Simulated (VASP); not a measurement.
Band structure of BeS (zinc blende). All values below come from MS2 meta-GGA, VASP's PBE PAW potentials (set 64) (plane waves; VASP).

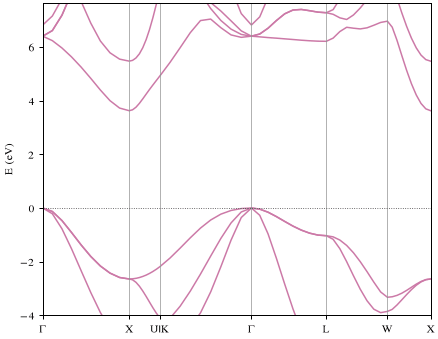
Fig. 1. Bands along high-symmetry lines, zero at the valence-band maximum or, without a gap, the Fermi level

Read the plot: is there a gap, and where are the band edges?

The gap is indirect, 3.63 eV, from the valence maximum at Γ to the conduction minimum at X.

The compound is BeS in the zinc blende structure. It was relaxed first.
